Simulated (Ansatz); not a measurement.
## Electronic structure of Ga₄SbN₃ in real space

```
CELL_PARAMETERS angstrom
4.97946 0.00000 0.00000
0.00000 4.97946 0.00000
0.00000 0.00000 9.53966
ATOMIC_POSITIONS crystal
N 0.50000 0.00000 0.25000
N 0.00000 0.50000 0.75000
Ga 0.29211 0.70789 0.14178
Ga 0.79211 0.20789 0.64178
N 0.00000 0.00000 0.50000
N 0.50000 0.50000 0.00000
Ga 0.29211 0.29211 0.85822
Ga 0.79211 0.79211 0.35822
N 0.00000 0.50000 0.25000
N 0.50000 0.00000 0.75000
Ga 0.70789 0.29211 0.14178
Ga 0.20789 0.79211 0.64178
Sb 0.00000 0.00000 0.00000
Sb 0.50000 0.50000 0.50000
Ga 0.20789 0.20789 0.35822
Ga 0.70789 0.70789 0.85822
```

Space group I-42m; started from the ordered alloy on zincblende lattice prototype, which need not be the ambient phase.

The calculation used DFT, r2SCAN, plane waves, PAW in Ansatz 0.2.0.

Core electrons are frozen (PAW), and the valence fields are smoothed inside the atomic spheres.

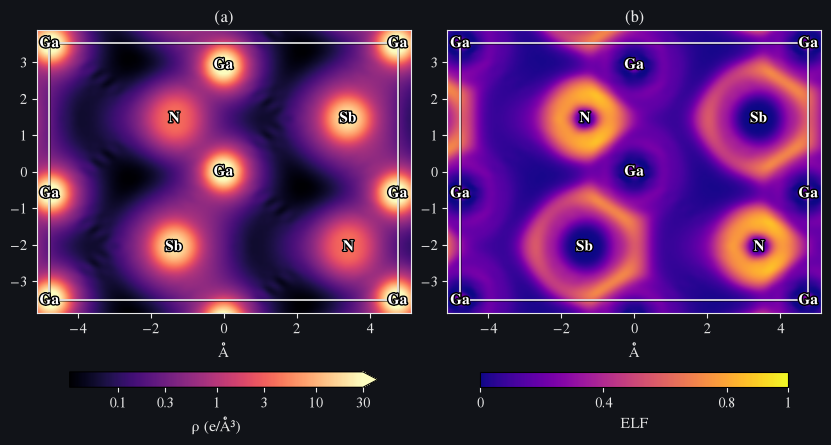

Figure 1. (a) valence pseudo-density; (b) ELF on the (110) plane of the conventional cell.

### What does the map show?

- Atoms in the plane: Ga, N and Sb.
- Ga–N (1.99 Å): the density is about 0.68 e/Å³ at the midpoint; the ELF peaks at about 0.85 in the valence shell of N, 0.7 Å from its nucleus, and is about 0.45 at the midpoint.
- Ga–Sb (2.46 Å): ρ is about 0.56 e/Å³ halfway; the ELF peaks at about 0.70 between the atoms.
- Between the atoms the lowest density in this plane is 0.03 e/Å³.

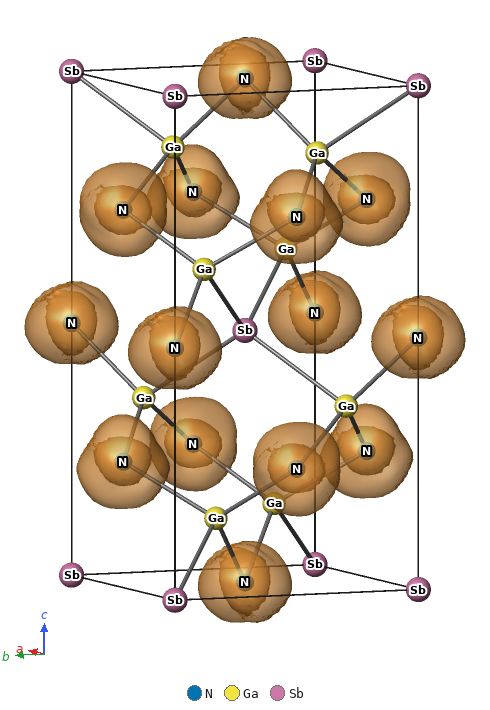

Figure 2. Isosurface of the electron localisation function at 0.75 (orange), seen at an oblique angle. Core shells and regions of very low density are left out. Sticks mark near contacts.

### Describe the localisation domains.

At this value the surface marks out six regions wrapped around N (the valence shell of each), counted in one cell of 16 atoms. Regions shared between cells count once.
